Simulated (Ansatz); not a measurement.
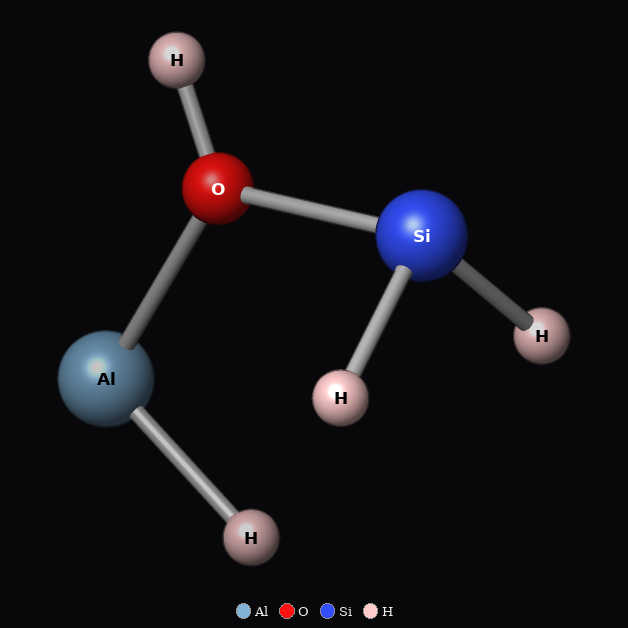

Depth is shown by fading: the farther an atom, the more it takes the colour of the background. State: neutral, doublet. The geometry was computed by an optimisation with PBE-D4/def2-SVP. No frequency run is at hand to confirm it as a minimum.

List the symmetry elements and name the point group.

Answer. It has 1 mirror plane, so the point group is Cs. The group has 2 operations. The geometry is achiral, and symmetry allows a dipole moment.
